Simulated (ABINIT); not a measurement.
**Quasiparticle gap of Diamond (Fd-3m, 2 atoms a cell) in ABINIT**

Wanted: ground state, empty states, screening and self-energy for Diamond (Fd-3m, 2 atoms a cell).

Main program and level: ABINIT 10.8.3; LDA and many-body steps on it, plane waves.

**The experiments to reproduce.**

- Gap 5.5 eV: band gap, experimental literature value; bulk crystal (quoted in “Fermi level pinning by defects can explain the large reported carbon 1s binding energy variations in diamond”, 2019, arxiv:1902.02958).

- Gap 5.47 eV: experimental band gap used as input; bulk crystal (quoted in “Enhanced Electron Emission Performance and Air‐Surface Stability in ScO‐Terminated Diamond for Thermionic Energy Converters”, 2024, pmc:11600692).

## 1. Starting point

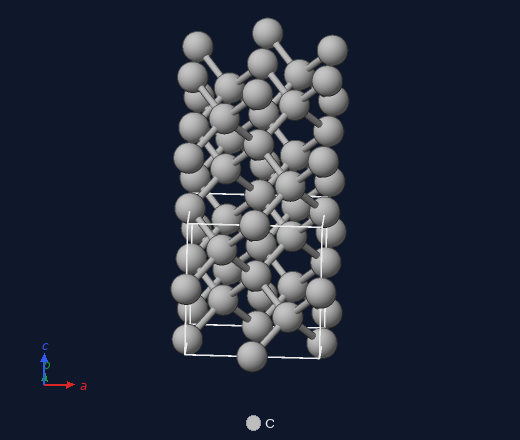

The cell as given, slightly off an axis (carbon light grey). 1×2×2 cells are drawn. This picture shows the conventional cell, with its axes. Some periodic images of atoms are drawn too.

The cell and positions come from the Crystallography Open Database and are kept as given unless a step says otherwise.

## 2. Ground state

This step: ABINIT 10.8.3; DFT, LDA, plane waves, norm-conserving pseudopotentials.

The ground-state density comes first.

run.abi reads:

```
acell 3*1.0 Angstrom
rprim 
  -0.000000000000 1.783370000000 1.783370000000
  1.783370000000 0.000000000000 1.783370000000
  1.783370000000 1.783370000000 0.000000000000
ntypat 1
znucl 6
natom 2
typat 1 1
xred 
  -0.000000000000 0.000000000000 -0.000000000000
  0.250000000000 0.250000000000 0.250000000000
pp_dirpath "pseudos"
pseudos "C.upf"
ecut 37
ngkpt 10 10 10
nshiftk 1
shiftk 0 0 0
kptopt 1
chksymbreak 0
nband 9
occopt 1
tolvrs 1e-10
nstep 60
prtwf 0
optforces 0
optstress 0
indata_prefix "in"
outdata_prefix "out"
tmpdata_prefix "tmp"
```

Command:

```console
$ OMP_NUM_THREADS=1 mpirun -n 4 abinit run.abi > log
```

Numbers of over 12 decimals in the logs are rounded to 6 here.

The log of the run:

```text
.Version 10.8.3 of ABINIT. v10.8.2 released Aug 2026.

 Symmetries : space group Fd -3 m (#227); Bravais cF (face-center cubic)
================================================================================
 Values of the parameters that define the memory need of the present run
     intxc =       0    ionmov =       0      iscf =       7    lmnmax =       4
     lnmax =       4     mgfft =      30  mpssoang =       2    mqgrid =    3001
     natom =       2  nloc_mem =       1    nspden =       1   nspinor =       1
    nsppol =       1      nsym =      48    n1xccc =    2501    ntypat =       1
    occopt =       1   xclevel =       1
-    mband =           9        mffmem =           1         mkmem =          12
       mpw =         845          nfft =       27000          nkpt =          47
================================================================================
  Rough estimation (10% accuracy) of disk space for files :
================================================================================

--------------------------------------------------------------------------------
------------- Echo of variables that govern the present computation ------------
--------------------------------------------------------------------------------
 -outvars: echo values of preprocessed input variables --------
            acell      1.8897261259E+00  1.8897261259E+00  1.8897261259E+00 Bohr

      chksymbreak           0
             ecut      3.70000000E+01 Hartree
-          fftalg         312

              ixc       -1012
              kpt      0.00000000E+00  0.00000000E+00  0.00000000E+00
                       1.00000000E-01  0.00000000E+00  0.00000000E+00
                       2.00000000E-01  0.00000000E+00  0.00000000E+00
                       3.00000000E-01  0.00000000E+00  0.00000000E+00
                       4.00000000E-01  0.00000000E+00  0.00000000E+00
                       5.00000000E-01  0.00000000E+00  0.00000000E+00
                       1.00000000E-01  1.00000000E-01  0.00000000E+00
                       2.00000000E-01  1.00000000E-01  0.00000000E+00
                       3.00000000E-01  1.00000000E-01  0.00000000E+00
   [... 36 further rows ...]
                      -3.00000000E-01  4.00000000E-01  2.00000000E-01
                      -3.00000000E-01  5.00000000E-01  2.00000000E-01
         kptrlatt       10    0    0      0   10    0      0    0   10
          kptrlen      4.76601409E+01
P           mkmem          12
            natom           2
            nband           9
            ngfft          30      30      30
             nkpt          47
            nstep          60
             nsym          48
           ntypat           1
              occ      2.000000  2.000000  2.000000  2.000000  0.000000  0.000000
[...]
optforces           0
        optstress           0
            prtwf           0
            rprim     -0.0000000000E+00  1.7833700000E+00  1.7833700000E+00
[...]
spgroup         227

           tolvrs      1.00000000E-10

             xred      0.0000000000E+00  0.0000000000E+00  0.0000000000E+00
[...]
znucl        6.00000

================================================================================

 chkinp: Checking input parameters for consistency.

================================================================================
== DATASET  1 ==================================================================
-   mpi_nproc: 4, omp_nthreads: 1 (-1 if OMP is not activated)

--- !DatasetInfo
iteration_state: {dtset: 1, }
dimensions: {natom: 2, nkpt: 47, mband: 9, nsppol: 1, nspinor: 1, nspden: 1, mpw: 845, }
cutoff_energies: {ecut:  37.0, pawecutdg:  -1.0, }
electrons: {nelect:   8.00000000E+00, charge:   0.00000000E+00, occopt:   1.00000000E+00, tsmear:   1.00000000E-02, }

 Real(R)+Recip(G) space primitive vectors, cartesian coordinates (Bohr,Bohr^-1):
 R(1)=  0.0000000  3.3700809  3.3700809  G(1)= -0.1483644  0.1483644  0.1483644
 R(2)=  3.3700809  0.0000000  3.3700809  G(2)=  0.1483644 -0.1483644  0.1483644
 R(3)=  3.3700809  3.3700809  0.0000000  G(3)=  0.1483644  0.1483644 -0.1483644
 Unit cell volume ucvol=  7.6551017E+01 bohr^3
 Angles (23,13,12)=  6.00000000E+01  6.00000000E+01  6.00000000E+01 degrees

 getcut: wavevector=  0.0000  0.0000  0.0000  ngfft=  30  30  30
         ecut(hartree)=     37.000   => boxcut(ratio)=   2.30135

 getcut : COMMENT -
  Note that boxcut > 2.2 ; recall that boxcut=Gcut(box)/Gcut(sphere) = 2
  is sufficient for exact treatment of convolution.
  Such a large boxcut is a waste : you could raise ecut
  e.g. ecut=   48.989798 Hartrees makes boxcut=2

--- Pseudopotential description ------------------------------------------------
- C Generated using ONCVPSP code by D. R. Hamann
-  6.00000   4.00000  180309                  znucl, zion, pspdat
12 -1012 1 -1 1234                            pspcod,pspxc,lmax,lloc,mmax
     nproj     2     2
  pspatm : epsatm=    4.35103003
         --- l  ekb(1:nproj) -->
[...]
1   -4.185684   -0.892924
 pspatm: atomic psp has been read  and splines computed

   6.96164805E+01                                ecore*ucvol(ha*bohr**3)
--------------------------------------------------------------------------------

_setup2: Arith. and geom. avg. npw (full set) are     822.485     822.457

================================================================================

--- !BeginCycle
iteration_state: {dtset: 1, }
solver: {iscf: 7, nstep: 60, nline: 4, wfoptalg: 0, }
tolerances: {tolvrs: 1.00E-10, }

     iter   Etot(hartree)      deltaE(h)  residm     vres2
 ETOT  1  -12.045968769782    -1.205E+01 1.523E-01 7.209E+01
 ETOT  2  -12.063805947232    -1.784E-02 6.665E-03 2.061E-01
 ETOT  3  -12.063825716639    -1.977E-05 3.224E-03 6.572E-03
 ETOT  4  -12.063826148751    -4.321E-07 1.602E-03 5.775E-06
 ETOT  5  -12.063826149108    -3.575E-10 1.268E-03 5.807E-09
 ETOT  6  -12.063826149108     1.243E-13 1.212E-03 4.572E-11

 At SCF step    6       vres2   =  4.57E-11 < tolvrs=  1.00E-10 =>converged.

--- !ResultsGS
iteration_state: {dtset: 1, }
comment   : Summary of ground state results
lattice_vectors:
- [ -0.0000000,   3.3700809,   3.3700809, ]
- [  3.3700809,   0.0000000,   3.3700809, ]
- [  3.3700809,   3.3700809,   0.0000000, ]
lattice_lengths: [   4.76601,    4.76601,    4.76601, ]
lattice_angles: [ 60.000,  60.000,  60.000, ] # degrees, (23, 13, 12)
lattice_volume:   7.6551017E+01
convergence: {deltae:  1.243E-13, res2:  4.572E-11, residm:  1.212E-03, diffor:  0.000E+00, }
etotal    :  -1.20638261E+01
entropy   :   0.00000000E+00
fermie    :   3.68790911E-01
cartesian_stress_tensor: null
pressure_GPa: null
xred      :
- [  0.0000E+00,   0.0000E+00,   0.0000E+00,  C]
- [  2.5000E-01,   2.5000E-01,   2.5000E-01,  C]
cartesian_forces: null
force_length_stats: {min: null, max: null, mean: null, }

 Integrated electronic density in atomic spheres:
 ------------------------------------------------
 Atom  Sphere_radius  Integrated_density
    1        2.00000          4.69161343
    2        2.00000          4.65376417
================================================================================

 ----iterations are completed or convergence reached----

 Mean square residual over all n,k,spin=   61.993E-07; max=  12.116E-04
 reduced coordinates (array xred) for    2 atoms
       0.000000000000      0.000000000000      0.000000000000
       0.250000000000      0.250000000000      0.250000000000
 rms dE/dt=  0.0000E+00; max dE/dt=  0.0000E+00; dE/dt below (all hartree)
    1       0.000000000000      0.000000000000      0.000000000000
    2       0.000000000000      0.000000000000      0.000000000000

 cartesian coordinates (angstrom) at end:
    1      0.000000     0.000000     0.000000
    2      0.891685     0.891685     0.891685
 length scales=  1.889726125908  1.889726125908  1.889726125908 bohr
              =  1.000000000000  1.000000000000  1.000000000000 angstroms
 prteigrs : about to open file out_EIG
 Fermi (or HOMO) energy (hartree) =   0.36879   Average Vxc (hartree)=  -0.50413
 Eigenvalues (hartree) for nkpt=  47  k points:
 kpt#   1, nband=  9, wtk=  0.00100, kpt=  0.0000  0.0000  0.0000 (reduced coord)
  -0.41574    0.36879    0.36879    0.36879    0.57315    0.57315    0.57315    0.86555
   1.06680
 prteigrs : prtvol=0 or 1, do not print more k-points.

--- !EnergyTerms
iteration_state     : {dtset: 1, }
comment             : Components of total free energy in Hartree
kinetic             :  8.52275355347912E+00
hartree             :  9.56771026470834E-01
xc                  : -4.33221440732825E+00
Ewald energy        : -1.27873442426994E+01
psp_core            :  9.09412870299240E-01
local_psp           : -4.68051972096023E+00
non_local_psp       : -6.52685228369420E-01
total_energy        : -1.20638261491081E+01
total_energy_eV     : -3.28273432947746E+02
band_energy         :  3.27132636195741E-01

== END DATASET(S) ==============================================================
================================================================================

 -outvars: echo values of variables after computation  --------
           etotal     -1.2063826149E+01
            nband           9
             nkpt          47
          spgroup         227
 [... the other variables as echoed above ...]

 Calculation completed.
```

The job ended after 2.9 s (4 MPI ranks of Intel Xeon Platinum 8488C (Sapphire Rapids), shared host; peak memory 0.07 GiB).

Numbers from this step:

```yaml
total_energy: -328.2734 eV
gap: 4.179 eV
k_of_the_valence_top: 0, 0, 0
k_of_the_conduction_bottom: 0.4, 0.4, 0
least_direct_gap: 5.561 eV
```

The gap is indirect, with the least direct gap 1.38 eV higher.

## 3. Bands along the symmetry lines

The cheap functional maps the bands first; the places of the edges decide which points the dearer methods must see.

run.abi reads:

```
acell 3*1.0 Angstrom
rprim 
  -0.000000000000 1.783370000000 1.783370000000
  1.783370000000 0.000000000000 1.783370000000
  1.783370000000 1.783370000000 0.000000000000
ntypat 1
znucl 6
natom 2
typat 1 1
xred 
  -0.000000000000 0.000000000000 -0.000000000000
  0.250000000000 0.250000000000 0.250000000000
pp_dirpath "pseudos"
pseudos "C.upf"
ecut 37
iscf -2
irdden 1
kptopt 0
nkpt 50
kpt 
  0.00000000 0.00000000 0.00000000
  0.06250000 0.00000000 0.06250000
  0.12500000 0.00000000 0.12500000
  0.18750000 0.00000000 0.18750000
  0.25000000 0.00000000 0.25000000
  0.31250000 0.00000000 0.31250000
  0.37500000 0.00000000 0.37500000
  0.43750000 0.00000000 0.43750000
  0.50000000 0.00000000 0.50000000
  0.51562500 0.03125000 0.51562500
  0.53125000 0.06250000 0.53125000
  0.54687500 0.09375000 0.54687500
  0.56250000 0.12500000 0.56250000
  0.57812500 0.15625000 0.57812500
  0.59375000 0.18750000 0.59375000
  0.60937500 0.21875000 0.60937500
  0.62500000 0.25000000 0.62500000
  0.37500000 0.37500000 0.75000000
  0.32812500 0.32812500 0.65625000
  0.28125000 0.28125000 0.56250000
  0.23437500 0.23437500 0.46875000
  0.18750000 0.18750000 0.37500000
  0.14062500 0.14062500 0.28125000
  0.09375000 0.09375000 0.18750000
  0.04687500 0.04687500 0.09375000
  0.00000000 0.00000000 0.00000000
  0.06250000 0.06250000 0.06250000
  0.12500000 0.12500000 0.12500000
  0.18750000 0.18750000 0.18750000
  0.25000000 0.25000000 0.25000000
  0.31250000 0.31250000 0.31250000
  0.37500000 0.37500000 0.37500000
  0.43750000 0.43750000 0.43750000
  0.50000000 0.50000000 0.50000000
  0.50000000 0.46875000 0.53125000
  0.50000000 0.43750000 0.56250000
  0.50000000 0.40625000 0.59375000
  0.50000000 0.37500000 0.62500000
  0.50000000 0.34375000 0.65625000
  0.50000000 0.31250000 0.68750000
  0.50000000 0.28125000 0.71875000
  0.50000000 0.25000000 0.75000000
  0.50000000 0.21875000 0.71875000
  0.50000000 0.18750000 0.68750000
  0.50000000 0.15625000 0.65625000
  0.50000000 0.12500000 0.62500000
  0.50000000 0.09375000 0.59375000
  0.50000000 0.06250000 0.56250000
  0.50000000 0.03125000 0.53125000
  0.50000000 0.00000000 0.50000000
istwfk *1
nband 11
nbdbuf 2
tolwfr 1e-08
nstep 40
prtwf 0
prtvol 0
indata_prefix "in"
outdata_prefix "out"
tmpdata_prefix "tmp"
```

The log of the run:

```text
.Version 10.8.3 of ABINIT. v10.8.2 released Aug 2026.

 Symmetries : space group Fd -3 m (#227); Bravais cF (face-center cubic)
[... echo of the input left out ...]
== DATASET  1 ==================================================================
-   mpi_nproc: 4, omp_nthreads: 1 (-1 if OMP is not activated)

--- !DatasetInfo
iteration_state: {dtset: 1, }
dimensions: {natom: 2, nkpt: 50, mband: 11, nsppol: 1, nspinor: 1, nspden: 1, mpw: 869, }
cutoff_energies: {ecut:  37.0, pawecutdg:  -1.0, }
electrons: {nelect:   8.00000000E+00, charge:   0.00000000E+00, occopt:   1.00000000E+00, tsmear:   1.00000000E-02, }

 Real(R)+Recip(G) space primitive vectors, cartesian coordinates (Bohr,Bohr^-1):
 R(1)=  0.0000000  3.3700809  3.3700809  G(1)= -0.1483644  0.1483644  0.1483644
 R(2)=  3.3700809  0.0000000  3.3700809  G(2)=  0.1483644 -0.1483644  0.1483644
 R(3)=  3.3700809  3.3700809  0.0000000  G(3)=  0.1483644  0.1483644 -0.1483644
 Unit cell volume ucvol=  7.6551017E+01 bohr^3
 Angles (23,13,12)=  6.00000000E+01  6.00000000E+01  6.00000000E+01 degrees

 getcut: wavevector=  0.0000  0.0000  0.0000  ngfft=  30  30  30
         ecut(hartree)=     37.000   => boxcut(ratio)=   2.30135

 getcut : COMMENT -
  Note that boxcut > 2.2 ; recall that boxcut=Gcut(box)/Gcut(sphere) = 2
  is sufficient for exact treatment of convolution.
  Such a large boxcut is a waste : you could raise ecut
  e.g. ecut=   48.989798 Hartrees makes boxcut=2

--- Pseudopotential description ------------------------------------------------
- C Generated using ONCVPSP code by D. R. Hamann
-  6.00000   4.00000  180309                  znucl, zion, pspdat
12 -1012 1 -1 1234                            pspcod,pspxc,lmax,lloc,mmax
     nproj     2     2
  pspatm : epsatm=    4.35103003
         --- l  ekb(1:nproj) -->
             0    6.431505    0.400560
             1   -4.185684   -0.892924
 pspatm: atomic psp has been read  and splines computed

--------------------------------------------------------------------------------

================================================================================
 prteigrs : about to open file out_EIG
 Non-SCF case, kpt    1 (  0.00000  0.00000  0.00000), residuals and eigenvalues=
  1.01E-09  2.01E-09  2.78E-09  1.61E-09  3.91E-09  4.62E-09  7.77E-09  5.68E-09
  2.62E-09  8.21E-05  5.47E-04
 -4.1574E-01  3.6879E-01  3.6879E-01  3.6879E-01  5.7315E-01  5.7315E-01
  5.7315E-01  8.6555E-01  1.0668E+00  1.3609E+00  1.3699E+00
 Non-SCF case, kpt    2 (  0.06250  0.00000  0.06250), residuals and eigenvalues=
  7.07E-10  1.03E-09  7.31E-09  2.43E-09  1.46E-09  7.74E-09  2.12E-09  3.46E-09
[...]
-4.1044E-01  3.4838E-01  3.4838E-01  3.5638E-01  5.6912E-01  5.9797E-01
  5.9797E-01  8.6808E-01  1.0758E+00  1.2349E+00  1.3772E+00
 Non-SCF case, kpt    3 (  0.12500  0.00000  0.12500), residuals and eigenvalues=
  6.87E-09  1.20E-09  6.56E-09  4.02E-09  1.91E-09  4.38E-09  4.97E-09  4.40E-09
[...]
-3.9460E-01  3.0522E-01  3.0522E-01  3.2169E-01  5.5851E-01  6.5418E-01
  6.5418E-01  8.6174E-01  1.1003E+00  1.1337E+00  1.3876E+00
[...]
Non-SCF case, kpt   49 (  0.50000  0.03125  0.53125), residuals and eigenvalues=
[...]
-9.4673E-02 -9.4673E-02  1.3364E-01  1.3364E-01  5.4914E-01  5.4914E-01
  9.7696E-01  9.7696E-01  1.2075E+00  1.2075E+00  1.5512E+00
 Non-SCF case, kpt   50 (  0.50000  0.00000  0.50000), residuals and eigenvalues=
[...]
-9.5552E-02 -9.5552E-02  1.3663E-01  1.3663E-01  5.4369E-01  5.4369E-01
  9.7942E-01  9.7942E-01  1.2106E+00  1.2106E+00  1.5571E+00

--- !ResultsGS
iteration_state: {dtset: 1, }
comment   : Summary of ground state results
lattice_vectors:
- [ -0.0000000,   3.3700809,   3.3700809, ]
- [  3.3700809,   0.0000000,   3.3700809, ]
- [  3.3700809,   3.3700809,   0.0000000, ]
lattice_lengths: [   4.76601,    4.76601,    4.76601, ]
lattice_angles: [ 60.000,  60.000,  60.000, ] # degrees, (23, 13, 12)
lattice_volume:   7.6551017E+01
convergence: {deltae:  0.000E+00, res2:  0.000E+00, residm:  9.912E-09, diffor:  0.000E+00, }
etotal    :  -1.20638261E+01
entropy   :   0.00000000E+00
fermie    :   3.68790911E-01
cartesian_stress_tensor: null
pressure_GPa: null
xred      :
- [  0.0000E+00,   0.0000E+00,   0.0000E+00,  C]
- [  2.5000E-01,   2.5000E-01,   2.5000E-01,  C]
cartesian_forces: null
force_length_stats: {min: null, max: null, mean: null, }

 Integrated electronic density in atomic spheres:
 ------------------------------------------------
 Atom  Sphere_radius  Integrated_density
[...]
================================================================================

 ----iterations are completed or convergence reached----

 Mean square residual over all n,k,spin=   37.366E-10; max=  99.124E-10
 reduced coordinates (array xred) for    2 atoms
[...]
cartesian coordinates (angstrom) at end:
    1      0.000000     0.000000     0.000000
    2      0.891685     0.891685     0.891685
 length scales=  1.889726125908  1.889726125908  1.889726125908 bohr
              =  1.000000000000  1.000000000000  1.000000000000 angstroms
 prteigrs : about to open file out_EIG
 Eigenvalues (hartree) for nkpt=  50  k points:
 kpt#   1, nband= 11, wtk=  1.00000, kpt=  0.0000  0.0000  0.0000 (reduced coord)
[...]
kpt#   2, nband= 11, wtk=  1.00000, kpt=  0.0625  0.0000  0.0625 (reduced coord)
[...]
kpt#   3, nband= 11, wtk=  1.00000, kpt=  0.1250  0.0000  0.1250 (reduced coord)
[...]
kpt#  49, nband= 11, wtk=  1.00000, kpt=  0.5000  0.0313  0.5313 (reduced coord)
  -0.09467   -0.09467    0.13364    0.13364    0.54914    0.54914    0.97696    0.97696
   1.20749    1.20749    1.55122
 kpt#  50, nband= 11, wtk=  1.00000, kpt=  0.5000  0.0000  0.5000 (reduced coord)
  -0.09555   -0.09555    0.13663    0.13663    0.54369    0.54369    0.97942    0.97942
   1.21064    1.21064    1.55712

== END DATASET(S) ==============================================================
================================================================================

 -outvars: echo values of variables after computation  --------
            nband          11
             nkpt          50
          spgroup         227
 [... the other variables as echoed above ...]

 Calculation completed.
```

Elapsed: 2.4 s, on 4 MPI ranks; peak memory 0.07 GiB.

This step gave:

```
gap                        : 4.142 eV
k of the valence top       : 0, 0, 0
k of the conduction bottom : 0.375, 0, 0.375
least direct gap           : 5.561 eV
```

The gap is 4.142 eV, −0.036 eV from the run before at this level.

The electronic bands at the labelled points (eV, zero at the top of the highest filled band; v1 is the highest filled band, c1 the lowest empty one):

```tsv
point	v4	v3	v2	v1	c1	c2	c3	c4
Γ	-21.35	0.00	0.00	0.00	5.56	5.56	5.56	13.52
X	-12.64	-12.64	-6.32	-6.32	4.76	4.76	16.62	16.62
U	-12.79	-11.61	-9.38	-5.38	5.67	10.70	14.24	15.52
jump to K	-12.79	-11.61	-9.38	-5.38	5.67	10.70	14.24	15.52
Γ	-21.35	0.00	0.00	0.00	5.56	5.56	5.56	13.52
L	-15.51	-13.39	-2.81	-2.81	8.43	8.43	9.04	15.40
W	-11.80	-11.80	-8.38	-8.38	10.50	10.50	12.35	12.35
X	-12.64	-12.64	-6.32	-6.32	4.76	4.76	16.62	16.62
```

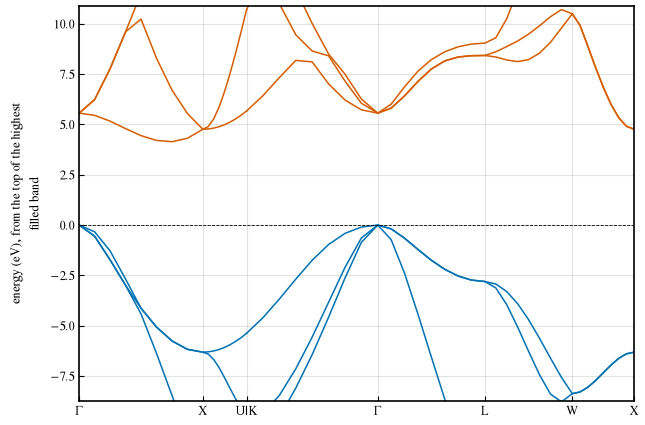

Electronic bands along the path; lines of filled and empty bands in two colours.

(Part 1 of 2 ends here.)

[Paths, hosts, dates, memory and timing lines, banners, echoed tables and standing remarks are left out of the program output.]

[Logs are printed without paths, hosts, clocks, repeated set-up lines and the standing remarks that a program may print on its own settings, such as how far it seeks lower states.]

[Runs of the session that timed out or met a known fault of the program may be left out.]

[Hosts, paths, dates, database ids (printed as entryN), source tags and the programs' standing remarks are cut or masked in the printed files.]

[G0W0 gaps are taken among the corrected bands and points alone; a level outside them can change the order at an edge.]

[Where Ansatz stands beside ABINIT at settings called matched, ABINIT's density can come from a denser mesh and the files from another edition; pairs whose starting gaps differed by over 0.03 eV were left out, so agreement reads better than it is.]
